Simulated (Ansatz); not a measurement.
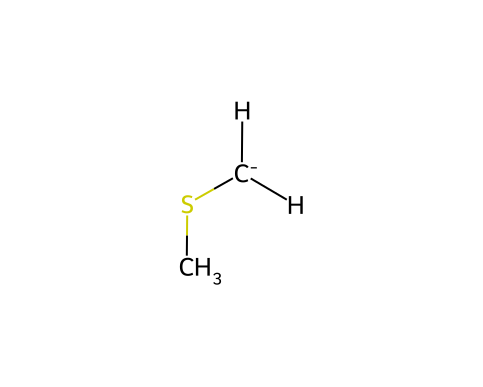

The species has charge −1 and is a spin singlet. The computed structure is the end point of a PBE0-D4/def2-TZVPD optimisation. No frequency run is at hand to confirm it as a minimum. Properties computed with RKS PBE0-D4/def2-TZVPPD (Ansatz 0.2.0).

What does the calculation give?

The species is C2H5S(-) (`[CH2-]SC`).
- dispersion correction: −12.5 kJ/mol
